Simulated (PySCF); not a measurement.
## EPR calculation of C$_{5}$H$_{10}$O$_{2}$Si (charge −1)

System: C$_{5}$H$_{10}$O$_{2}$Si, charge −1, multiplicity 2.
Method: UKS B3LYP, pcH-1 on C H O Si, non-relativistic, mean-field spin-orbit, GIAO (PySCF 2.14.0).

It belongs to a series of runs on one base structure; here: electron added.

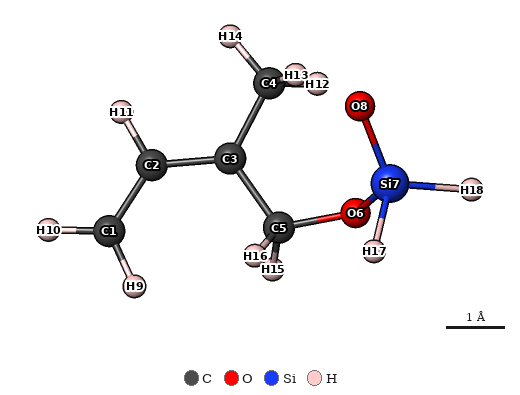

The structure as given in the input (ball-and-stick view, seen at a tilt; atoms are numbered from 1 in the order of the input).

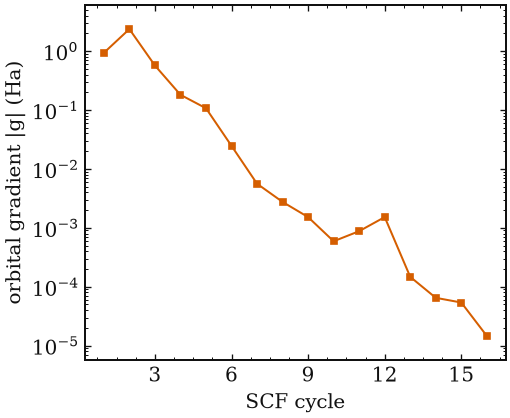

Convergence of the self-consistent field: orbital gradient |g| against the SCF cycle. All cycles printed in the log are drawn one after another.

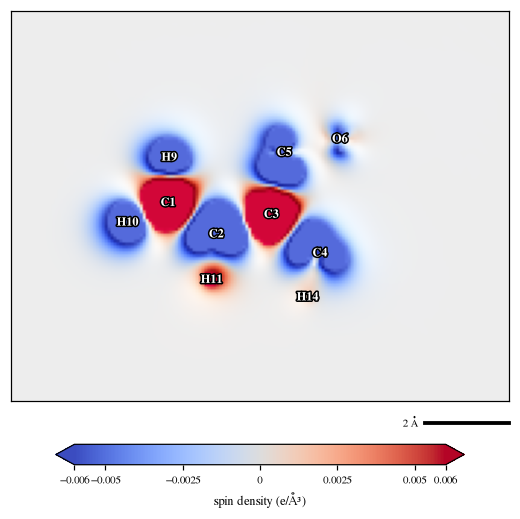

Spin density on the plane of atoms H9, C1 and H10. The unpaired spin (1 electron) lies mostly on C1 (about 0.4) and C3 (about 0.4), in electrons by Hirshfeld's partition.

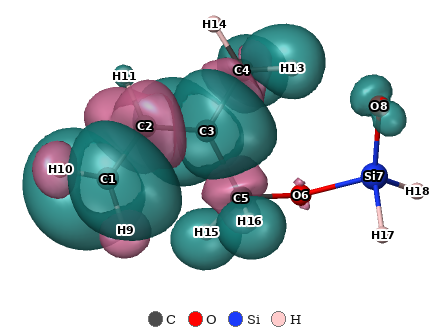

Isosurfaces of the spin density (α minus β) at +0.005 (teal) and −0.005 e/Å³ (pink), seen at a tilt. The unpaired spin (1 electron) lies mostly on C1 (about 0.4) and C3 (about 0.4), in electrons by Hirshfeld's partition.

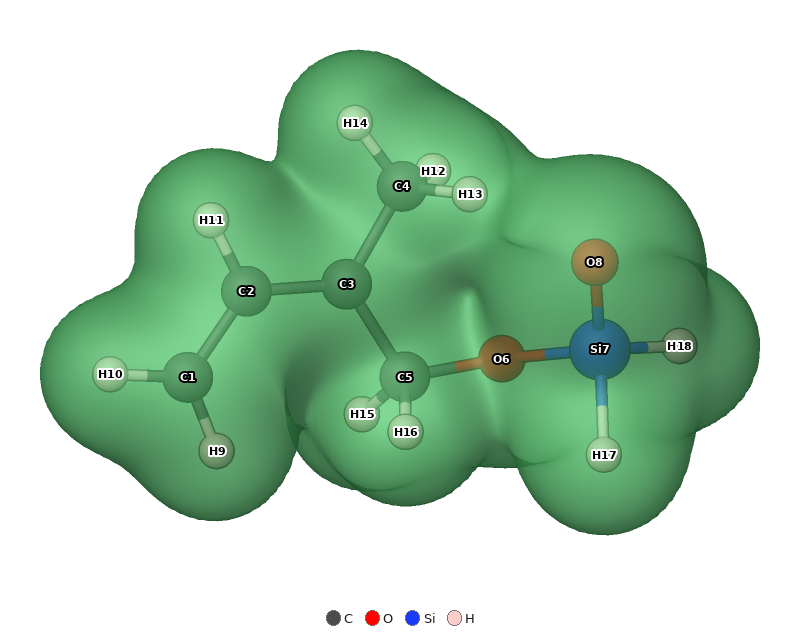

Isosurface of the electron density at 0.05 e/Å³ (green), seen face on. At this value the surface is in one piece. On the grid the lowest density along these lines, outside the cores, is 2 e/Å³ (C–O, 1.37 Å), 2.2 e/Å³ (C–C, 1.37 Å), 1.3 e/Å³ (Si–O, 1.54 Å) and 1.9 e/Å³ (C–H, 1.07 Å).

The input and output of the run follow.

Input
```
{"job": {"kind": "epr", "basis": "pcH-1"}, "charge": -1, "multiplicity": 2}
C      2.782272     0.016531    -0.750740
C      1.875166     0.735164    -0.019998
C      0.595782     0.342385     0.349205
C     -0.295347     1.226418     1.126043
C      0.033723    -0.988742    -0.065595
O     -1.225034    -1.261503     0.394302
Si    -2.589438    -0.687765    -0.431841
O     -2.749192     0.841544    -0.540261
H      2.557094    -0.962070    -1.133557
H      3.756769     0.415379    -0.977464
H      2.188821     1.719755     0.318221
H     -0.651184     0.713866     2.021499
H     -1.202024     1.410701     0.528514
H      0.185923     2.165584     1.395917
H      0.714597    -1.787993     0.294075
H      0.062426    -1.036152    -1.172860
H     -2.497515    -1.406374    -1.745080
H     -3.551600    -1.450410     0.397961
```

The first line tells a small driver script what to run in PySCF; the rest is the geometry in Å.

Run as:
```bash
OMP_NUM_THREADS=1 python <driver script> task.json out
```

Log
```
UKS, coarse grid
  cycle   1  E = -636.23991971  |g| = 9.32e-01
  cycle   2  E = -632.74794854  |g| = 2.36e+00
  cycle   3  E = -636.41507629  |g| = 5.69e-01
  cycle   4  E = -636.56612563  |g| = 1.81e-01
  cycle   5  E = -636.57444172  |g| = 1.07e-01
  cycle   6  E = -636.57878555  |g| = 2.46e-02
  cycle   7  E = -636.57906346  |g| = 5.60e-03
  cycle   8  E = -636.57907948  |g| = 2.75e-03
  cycle   9  E = -636.57908486  |g| = 1.52e-03
  cycle  10  E = -636.57908662  |g| = 5.91e-04
UKS, final grid
  cycle   1  E = -636.57907402  |g| = 8.77e-04
  cycle   2  E = -636.57907325  |g| = 1.52e-03
  cycle   3  E = -636.57907444  |g| = 1.47e-04
  cycle   4  E = -636.57907445  |g| = 6.48e-05
  cycle   5  E = -636.57907446  |g| = 5.39e-05
  cycle   6  E = -636.57907446  |g| = 1.46e-05
E = -636.57907446 Eh   <S^2> = 0.7698 (exact 0.7500)
g shifts (ppm)      1          2          3
  rmc          -140       -140       -140
  gc             -3         31         22
  oz_so          98        515        882
  total         -44        407        764
hyperfine (MHz)  atom isotope    a_iso     a_fc   dipolar eigenvalues
    0   13C      47.34      47.41    -45.50    -43.72     89.23
    1   13C     -41.82     -41.84    -19.94      7.04     12.90
    2   13C      54.61      54.68    -49.72    -48.94     98.66
    3   13C     -19.81     -19.81     -2.98     -0.57      3.54
    4   13C     -21.11     -21.12     -0.82     -0.53      1.35
    5   17O      -0.14      -0.14     -0.82      0.27      0.55
    6  29Si       1.04       1.04     -0.48      0.06      0.42
    7   17O      -2.95      -2.94     -2.89      1.25      1.64
    8    1H     -35.81     -35.82    -19.60     -0.17     19.78
    9    1H     -36.71     -36.71    -22.57      0.31     22.26
   10    1H       8.46       8.46     -4.93     -0.48      5.41
   11    1H      76.66      76.65     -3.59     -2.41      6.00
   12    1H      95.14      95.14     -4.88     -1.56      6.44
   13    1H       1.28       1.28     -2.80     -2.41      5.22
   14    1H      54.82      54.82     -3.81     -1.51      5.33
   15    1H      60.90      60.90     -3.67     -1.62      5.30
   16    1H       2.01       2.01     -0.85     -0.63      1.48
   17    1H      -0.03      -0.03     -0.54     -0.51      1.05
```

Key numbers

```json
{"quantity": "outcome", "value": "converged"}
{"quantity": "total energy", "value": "−636.579074 hartree"}
{"quantity": "⟨S²⟩", "value": "0.770"}
{"quantity": "isotropic g", "value": "2.0027"}
{"quantity": "hardware", "value": "1 CPU thread, shared host"}
{"quantity": "wall time", "value": "98 s"}
{"quantity": "peak memory", "value": "1.1 GiB"}
```
